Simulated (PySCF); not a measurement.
# C₅H₉FGe: what the fields show

```xyz
16

C     2.0970   -0.7104    0.9066
Ge    0.8749   -0.0337   -0.4945
C    -0.7553   -1.1519   -0.7675
C    -1.8668   -0.2607   -0.3100
C    -1.5829    0.9697    0.0796
F    -2.5613    1.8092    0.5031
C    -0.2025    1.5332    0.0898
H     2.8830    0.0089    1.1164
H     2.5607   -1.6431    0.5997
H     1.5385   -0.8880    1.8218
H     1.6397    0.2416   -1.7735
H    -0.7426   -2.0720   -0.1808
H    -0.9110   -1.4450   -1.8065
H    -2.8801   -0.6327   -0.3040
H     0.0459    1.8929    1.0893
H    -0.1449    2.3911   -0.5808
```

Geometry: GFN2-xTB.

All numbers below come from PBE0/def2-SVPD, SCF density, gas phase (PySCF).

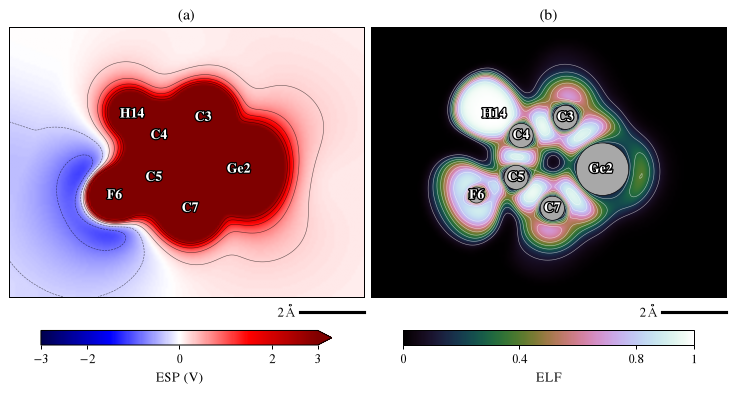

Figure 1. (a) electrostatic potential; (b) ELF on the plane of atoms F6, C5 and C7. Grey discs cover the atomic cores in the ELF map.

Question: Read the bonding off the picture.

Answer:
- Atoms in the plane: Ge, C, F and H.
- C–C (1.32 Å): the ELF peaks at about 0.95 between the atoms (a short, multiple covalent bond).
- C–F (1.36 Å): the ELF peaks at about 0.85 between the atoms (a shared but strongly polarised pair).
- C–Ge (2.00 Å): the ELF peaks at about 0.95 in the valence shell of C, 0.7 Å from its nucleus, and is about 0.70 at the midpoint.
- C–H (1.08 Å): the ELF climbs to about 1 towards the hydrogen, as it does in any bond to H; an ordinary covalent bond to hydrogen.
- C–C (1.49 Å): the ELF peaks at about 0.95 between the atoms; a covalent bond.
- The ELF also peaks beside F6, away from the bonds: lone-pair regions.
- Outside the dense part of the molecule the potential is most negative (−1.1 V) near F6.

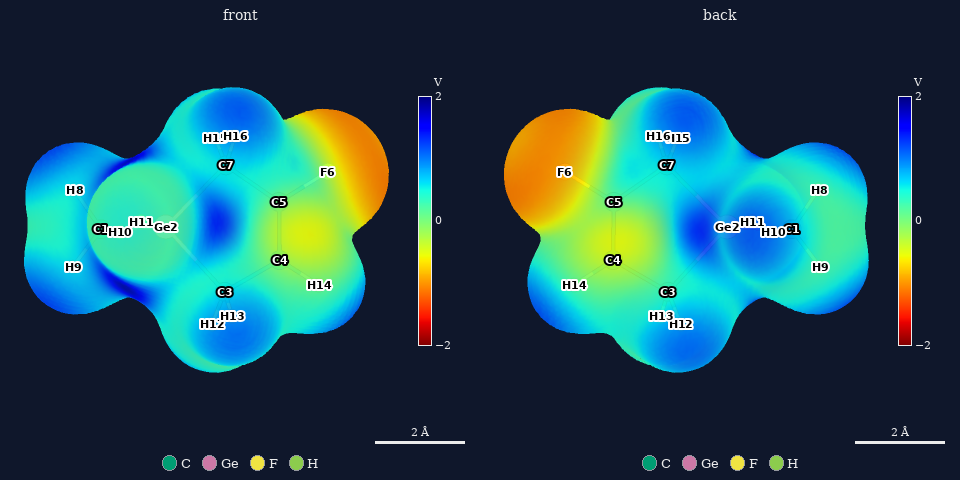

Figure 2. The electrostatic potential painted on the density surface at 0.004 e/bohr³, seen from the front and from behind; the colour scale runs from red (negative) to blue (positive).

Question: Where is the surface potential most negative and most positive?

Answer: The most negative region (about −1.1 V, or −25 kcal/mol for a unit charge) lies over F6, the most positive (about +1.7 V, or +39 kcal/mol for a unit charge) over Ge2.

Question: What dipole moment does the calculation give?

Answer: Its dipole moment is 2.13 D.
